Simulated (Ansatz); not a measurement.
Input file:

```
crystal:
  periodic: [false, false, false]
  atoms:
    - { symbol: W, position_ang: [0.0, 0.0, 0.0] }
    - { symbol: H, position_ang: [0.0, 0.0, 1.72] }
    - { symbol: H, position_ang: [1.72, 0.0, 0.0] }
    - { symbol: H, position_ang: [0.0, 1.72, 0.0] }
    - { symbol: H, position_ang: [-1.72, 0.0, 0.0] }
    - { symbol: H, position_ang: [0.0, -1.72, 0.0] }
    - { symbol: H, position_ang: [0.0, 0.0, -1.72] }
basis:
  gaussian: { orbitals: def2-SVP }
hamiltonian:
  xc: { name: BHLYP }
relax:
  f_tol: 0.02
  max_steps: 40
output:
  orbitals: {}
```

Command:

```sh
ansatz run input.yaml --threads 1 --pin off --max-ram 2048MiB --backend cpu --events-out ev --progress --plain --runs-dir out
```

The fields are those of the run's last geometry, not of the input's.

Core potentials replace the inner electrons of W.

The calculation used Ansatz, RKS BHLYP/def2-SVP.

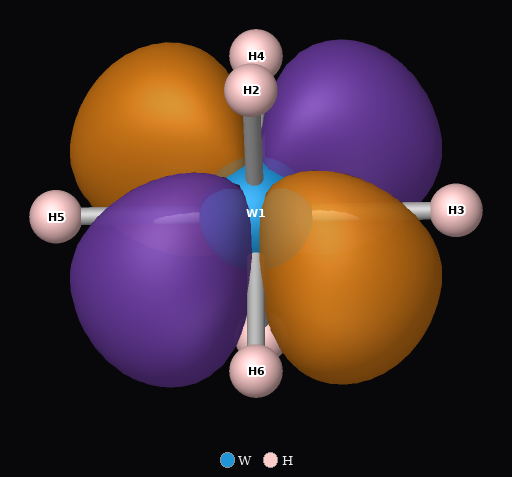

H₆W. The LUMO at ±0.1 Å⁻³ᐟ² (orange and purple are the two phases), seen at an oblique angle.

Q: What is the character of this orbital?

A: By Hirshfeld shares it lies mainly on W1 (about 85 %); it is gerade (even under inversion). It is one of a degenerate set, so its orientation is arbitrary. Its energy is −6.03 eV.
